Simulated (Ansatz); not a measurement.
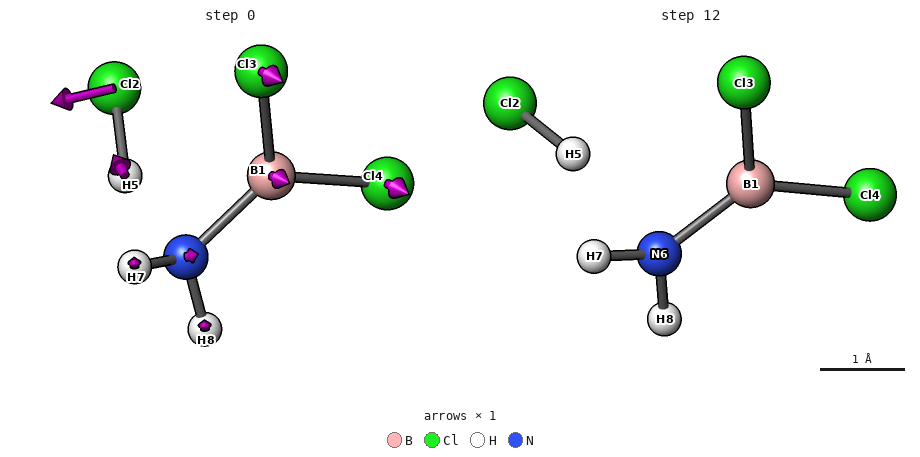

The structure of BNH$_{3}$Cl$_{3}$ (started from a transition state, displaced along its imaginary mode) before (left) and after (right) a relaxation, at one scale. The purple arrows give the displacements, at their true length.

Style: ball-and-stick. Shown at a tilt.

All numbers below come from RKS PBE0-D4/def2-TZVP in Ansatz 0.2.0.

Input
```yaml
crystal:
  periodic: [false, false, false]
  atoms:
    - {symbol: B, position_ang: [-0.261799, 0.182241, -0.774046]}
    - {symbol: Cl, position_ang: [2.049265, 0.513167, 0.860622]}
    - {symbol: Cl, position_ang: [0.452819, -0.792283, -2.035668]}
    - {symbol: Cl, position_ang: [-0.630704, 1.868504, -1.043433]}
    - {symbol: H, position_ang: [0.889680, -0.001428, 0.971502]}
    - {symbol: N, position_ang: [-0.583215, -0.412884, 0.470528]}
    - {symbol: H, position_ang: [-0.657276, -1.419702, 0.498819]}
    - {symbol: H, position_ang: [-1.258870, 0.062285, 1.051576]}
basis:
  gaussian: {orbitals: def2-TZVP}
hamiltonian: {xc: pbe0, dispersion: d4}
relax: {f_tol: 0.005, max_steps: 200}
```

Launched with:
```bash
ansatz run in.yaml --threads 4 --pin off --events-out ev --progress --plain --max-ram 9574MiB
```

### What changed between the two?

Over 11 accepted moves (12 points after the start) the energy falls by 0.422 eV. The largest force component goes from 2.3 to 0.0036 eV/Å. The line search rejected the trial step at point 11 of the run. The largest move after the best rigid fit is that of Cl2, 0.89 Å. By element the largest moves are Cl 0.89 Å, H 0.39 Å, B 0.33 Å, N 0.18 Å. Among the contacts that change: B1–Cl2 2.850 → 3.921 Å, B1–N6 1.416 → 1.397 Å, Cl2–H5 1.273 → 1.293 Å, B1–Cl3 1.747 → 1.754 Å. Among the angles between lasting bonds that change: B1–N6–H7 117.4° → 121.4°.
